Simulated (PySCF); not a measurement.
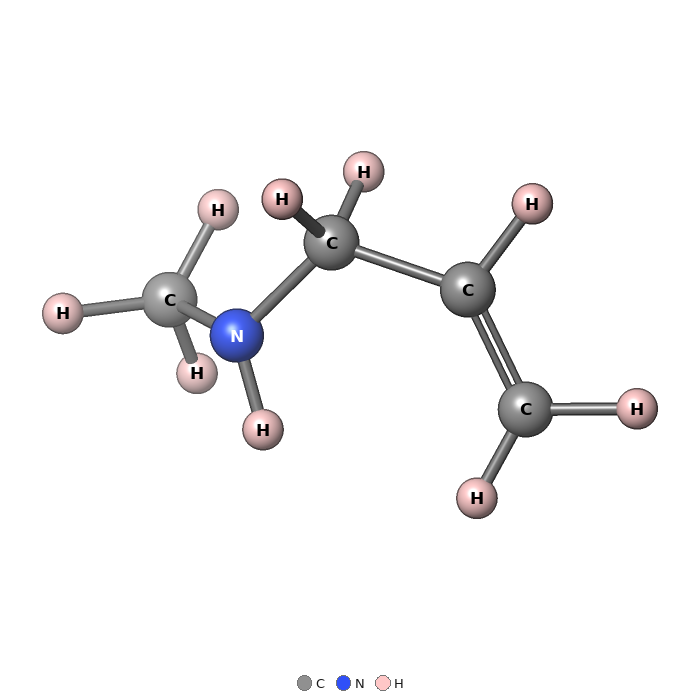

Orthographic view. Depth is shown by fading: the farther an atom, the more it takes the colour of the background. Geometry: a frame of a GFN2-xTB molecular-dynamics simulation, not a minimum.

**Write the InChI string.**

InChI=1S/C4H9N/c1-3-4-5-2/h3,5H,1,4H2,2H3
